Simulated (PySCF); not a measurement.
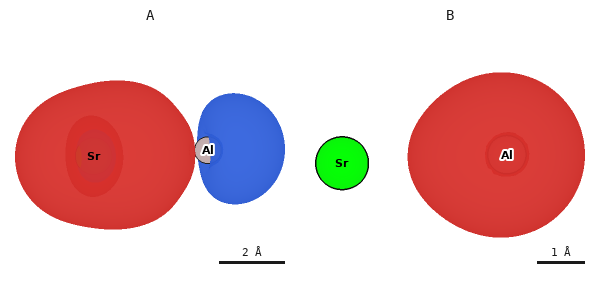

Figure 1: SrAl (charge +1). Two frontier orbitals, each drawn at the value that holds 80 % of its norm (red and blue are the two phases), in no order; of a degenerate pair one member is drawn.

Core potentials replace the inner electrons of Sr.

All numbers below come from PySCF, PBE0/def2-SVP, non-relativistic Hamiltonian with scalar-relativistic core potentials where named, at a bond length of 3.643 Å.

> Name the orbitals and rank them from lowest to highest energy.

Orbital B: σ, occupied, −12.95 eV; mainly on Al (90 %).
Orbital A: σ, occupied, −8.39 eV; shared between the atoms (Sr 55 %, Al 45 %).
